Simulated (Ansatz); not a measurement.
BHS (SMILES B=S)

```xyz
3

B     0.0000    0.0000   -0.1409
S     0.0000    0.0000    1.4568
H     0.0000    0.0000   -1.3159
```

Geometry: PBE0-D4/def2-TZVP.

The calculation used Ansatz 0.2.0, isolated molecule in a Gaussian basis; Kohn-Sham density functional theory, functional PBE0.

Q: Predict the electron density and electron localisation function between the atoms.

A: B–S (1.60 Å): ρ is about 1.6 e/Å³ halfway; the ELF peaks at about 0.85 between the atoms; localised, covalent bonding.
B–H (1.17 Å): ρ at the midpoint is about 1.4 e/Å³; the ELF climbs to about 1 towards the hydrogen, as it does in any bond to H; an ordinary covalent bond to hydrogen.

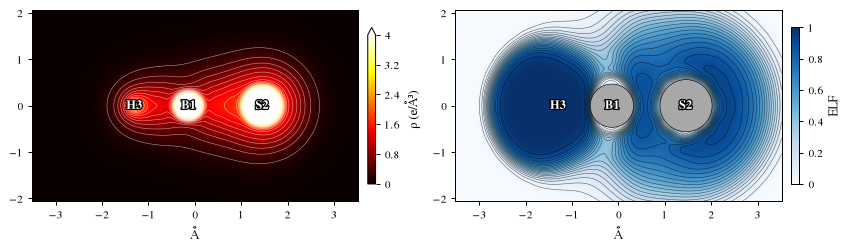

Computed electron density and electron localisation function on a plane that holds the molecular axis, in this order. Grey discs cover the atomic cores in the ELF map. 
